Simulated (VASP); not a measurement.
Band structure of BeTe (zinc blende). Computed with r2SCAN meta-GGA with spin-orbit coupling, VASP's PBE PAW potentials (set 64) (plane waves; VASP 6.6.1).

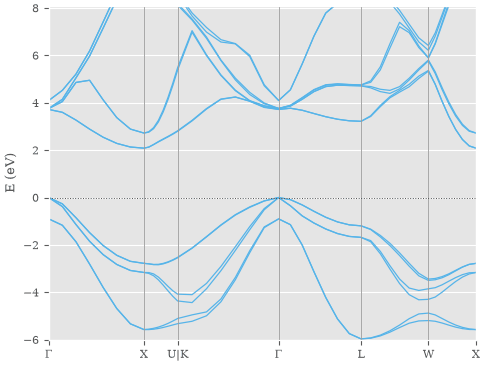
Fig. 1. Bands along high-symmetry lines, zero at the valence-band maximum or, without a gap, the Fermi level

Task: Read the plot: is there a gap, and where are the band edges?

Result: The gap is indirect, 2.08 eV, from the valence maximum at Γ to the conduction minimum at X.

Measured: gap 2.80 eV (computed value off by -0.72 eV), as given by Das et al., (2018), arXiv:1807.05623.

The compound is BeTe in the zinc blende structure. It was relaxed first.
